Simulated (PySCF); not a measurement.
# AlCNClOF (SMILES O=C=[N][Al]([F])[Cl]): a chain of runs

We compute a series of 9 runs (PBE0-D4/def2-TZVP, MP2/def2-TZVPP, RI-MP2/def2-QZVPP, PBE-D4/def2-TZVPP, r2SCAN-D4/def2-TZVPP, B3LYP-D4/def2-TZVPP, PBE0-D4/def2-TZVPP, B3LYP/6-31G*, and more) of AlCNClOF. The job is set up through a Python script.

The calculation is run with PySCF 2.14.0.

1 further run of the same task is left out (for a faulty analytic Hessian).

### Step 1. The molecule

The species is AlCNClOF (6 atoms), meant as a singlet with charge 0. SMILES: `O=C=[N][Al]([F])[Cl]`. All atoms were displaced at random from a relaxed shape. The run starts from this shape.

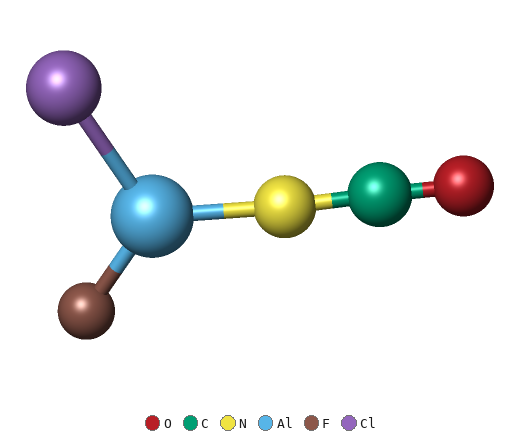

The structure, seen from a chosen angle (oxygen red, carbon teal, nitrogen yellow, aluminium blue, fluorine brown, chlorine purple).

### Step 2. A structure relaxation at PBE0-D4/def2-TZVP (density fitting with def2-universal-jkfit) (run 1)

input.xyz reads:

```xyz
6

O     -1.670259    -0.291374     2.348698
C     -1.043060    -0.235624     1.470775
N     -0.339731    -0.198014     0.460739
Al     0.665881    -0.060375    -0.910807
F      1.402705    -1.268408    -1.648699
Cl     1.025486     1.917858    -1.715474
```

input.py reads:

```python
from pyscf import gto, dft
from pyscf.geomopt.geometric_solver import kernel as optimise

mol = gto.Mole()
mol.atom = 'input.xyz'
mol.spin = 0
mol.basis = 'def2-tzvp'
mol.verbose = 3
mol.charge = 0
mol.max_memory = 1860
mol.build()

ks = dft.RKS(mol, xc='pbe0')
ks = ks.density_fit(auxbasis='def2-universal-jkfit')
ks.grids.level = 4
ks.disp = 'd4'
ks.max_cycle = 100
ks.conv_tol = 1e-09
converged, mol_eq = optimise(ks, maxsteps=100)
print('converged:', converged)
print(mol_eq.tostring())

ks.reset(mol_eq)
mol = mol_eq
ks.kernel()
e_tot = ks.e_tot
print('E(%s) = %.9f' % ('PBE0', e_tot))
```

Run with:

```bash
OMP_NUM_THREADS=1 python input.py
```

Output:

```text
maxiter                   100
[... 46 lines left out ...]
WARN: Mole.unit (angstrom) is changed to Bohr
[... 47 lines left out ...]
converged SCF energy = -970.363166356556
[... 91 lines left out ...]
converged SCF energy = -970.363364157718
[... 91 lines left out ...]
converged SCF energy = -970.363367464174
[... 81 lines left out ...]
Converged! =D
[... 1 line left out ...]
converged: True
O          -1.73716820       -0.29634586        2.40721018
C          -1.04762549       -0.22190283        1.47503491
N          -0.33474431       -0.15372850        0.51639567
Al          0.65303905        0.08793323       -0.89676171
F           1.34189036       -1.20641895       -1.61480856
Cl          0.97409072        1.97082767       -1.67946796
converged SCF energy = -970.363367606931
E(PBE0) = -970.363367607
```

Wall time 9.5 min (1 thread of Arm Neoverse V2, shared host); peak memory 1.8 GiB.

Step by step:

| step | energy from the first frame kept (eV) | largest force (eV/Å) |
| --- | --- | --- |
| 0 | 0.0000 | 12.8627 |
| 1 | -0.4979 | 3.4173 |
| 2 | -0.5496 | 0.5307 |
| 3 | -0.5466 | 0.3357 |
| 4 | -0.5547 | 0.0565 |
| 5 | -0.5549 | 0.0210 |
| 6 | -0.5550 | 0.0101 |
| 7 | -0.5550 | 0.0262 |
| 8 | -0.5550 | 0.0445 |
| 9 | -0.5550 | 0.0497 |
| 10 | -0.5550 | 0.0328 |
| 11 | -0.5551 | 0.0168 |
| 12 | -0.5551 | 0.0188 |
| 13 | -0.5550 | 0.0199 |

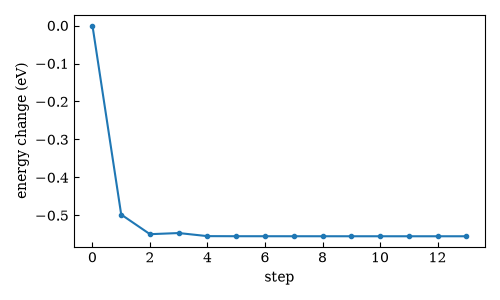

Energy along the run.

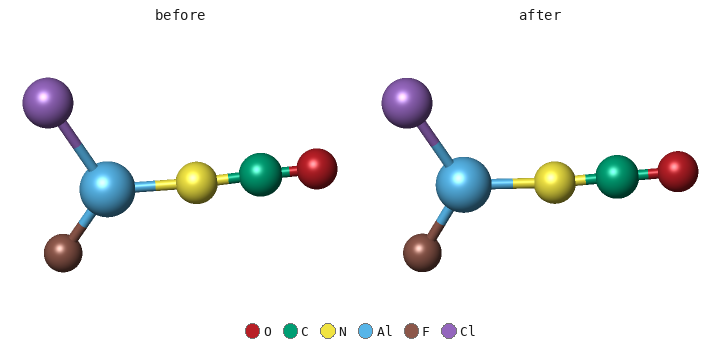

Before and after, at one scale.

After the run. Bond lengths: O1–C2 1.162 Å, C2–N3 1.197 Å, N3–Al4 1.741 Å, Al4–F5 1.633 Å, Al4–Cl6 2.064 Å. Angles: O1–C2–N3 179.6°, C2–N3–Al4 175.0°, N3–Al4–F5 119.1°, N3–Al4–Cl6 121.5°, F5–Al4–Cl6 119.4°.

### Step 3. The energy at MP2/def2-TZVPP (run 3)

input.xyz reads:

```xyz
6
CAlClFNO
O     -1.737168    -0.296346     2.407210
C     -1.047625    -0.221903     1.475035
N     -0.334744    -0.153729     0.516396
Al     0.653039     0.087933    -0.896762
F      1.341890    -1.206419    -1.614809
Cl     0.974091     1.970828    -1.679468
```

run.py reads:

```python
# O=C=[N][Al]([F])[Cl]
from pyscf import gto, scf, mp

mol = gto.M(
    atom='input.xyz',
    basis='def2-tzvpp',
    max_memory=1860,
    verbose=3,
)

myscf = scf.RHF(mol)
myscf.conv_tol = 1e-10
myscf.kernel()
if not myscf.converged:
    myscf = myscf.newton().run(myscf.mo_coeff, myscf.mo_occ)

pt = mp.MP2(myscf, frozen=14).run()
energy = pt.e_tot
print(f'total energy: {energy:.8f} hartree')
```

Run with:

```bash
OMP_NUM_THREADS=1 python run.py
```

Output:

```text
converged SCF energy = -968.404681003705
E(RMP2) = -969.465667778459  E_corr = -1.06098677475389
E(SCS-RMP2) = -969.434714092666  E_corr = -1.03003308896063
total energy: -969.46566778 hartree
```

Wall time 83 s (1 thread of Arm Neoverse V2, shared host); peak memory 1.8 GiB.

Runs 4 to 9 aren't shown in full; the table further down has their settings and results.

### Step 4. The energy at HF/STO-3G (run 10)

run.py reads:

```python
from pyscf import gto, scf

molecule = gto.M(
    atom=[
    ('O', (-1.737168, -0.296346, 2.407210)),
    ('C', (-1.047625, -0.221903, 1.475035)),
    ('N', (-0.334744, -0.153729, 0.516396)),
    ('Al', (0.653039, 0.087933, -0.896762)),
    ('F', (1.341890, -1.206419, -1.614809)),
    ('Cl', (0.974091, 1.970828, -1.679468)),
],
    max_memory=1860,
    basis='sto-3g',
    spin=0,
    verbose=3,
)

calc0 = scf.RHF(molecule)
calc0.conv_tol = 1e-10
calc0.kernel()
if not calc0.converged:
    calc0 = calc0.newton().run(calc0.mo_coeff, calc0.mo_occ)

e_final = calc0.e_tot
print('E(%s) = %.9f' % ('HF', e_final))
```

Run with:

```bash
OMP_NUM_THREADS=1 python run.py
```

Output:

```text
converged SCF energy = -956.788749358357
E(HF) = -956.788749358
```

Wall time 0.62 s (1 thread of Arm Neoverse V2, shared host); peak memory 0.11 GiB.

### Step 5. The series

| run | level | task | integral approximation | energy (Eh) | dipole moment (D) of the reference | HOMO energy (eV) | LUMO energy (eV) | wall time |
| --- | --- | --- | --- | --- | --- | --- | --- | --- |
| 1 | PBE0-D4/def2-TZVP (density fitting with def2-universal-jkfit) | optimise | def2-universal-jkfit | -970.363368 | 0.66 | -9.17 | -1.10 | 9.5 min |
| 3 | MP2/def2-TZVPP | energy | none | -969.465668 | 0.72 | -12.61 | 1.78 | 83 s |
| 4 | RI-MP2/def2-QZVPP (density fitting with def2-universal-jkfit) | energy | def2-universal-jkfit | -969.592638 | 0.73 | -12.63 | 1.21 | 21 s |
| 5 | PBE-D4/def2-TZVPP | energy | none | -970.312157 | 0.63 | -7.73 | -1.96 | 1.8 min |
| 6 | r2SCAN-D4/def2-TZVPP (density fitting with def2-universal-jkfit) | energy | def2-universal-jkfit | -970.731580 | 0.60 | -8.06 | -1.48 | 1.9 min |
| 7 | B3LYP-D4/def2-TZVPP | energy | none | -970.951821 | 0.68 | -8.90 | -1.42 | 99 s |
| 8 | PBE0-D4/def2-TZVPP | energy | none | -970.363615 | 0.66 | -9.17 | -1.10 | 98 s |
| 9 | B3LYP/6-31G* (spherical functions) | energy | none | -970.743579 | 0.32 | -8.68 | -1.27 | 20 s |
| 10 | HF/STO-3G | energy | none | -956.788749 | 1.63 | -8.66 | 7.23 | 0.62 s |

### Step 6. What came out

| quantity | value |
| --- | --- |
| run 10, HF/STO-3G: total energy | -956.78875 Eh |
| run 10, HF/STO-3G: dipole moment | 1.63 D |
| run 10, HF/STO-3G: HOMO energy | -8.66 eV |
| run 10, HF/STO-3G: LUMO energy | 7.23 eV |
| run 10, HF/STO-3G: HOMO–LUMO gap | 15.90 eV |

In words: Over runs 5, 6, 7, 8, 9, 10 the dipole moment (its size) runs from 0.32 D (B3LYP/6-31G*) to 1.63 D (HF/STO-3G). The two ends differ in method and basis. Over runs 5, 6, 7, 8, 9, 10 the HOMO–LUMO gap runs from 5.77 eV (PBE-D4/def2-TZVPP) to 15.90 eV (HF/STO-3G). Totals of different functionals can't be ranked against each other. In run 10 the basis is minimal, so the values are rough. All runs together took 19 min, the longest 9.5 min.
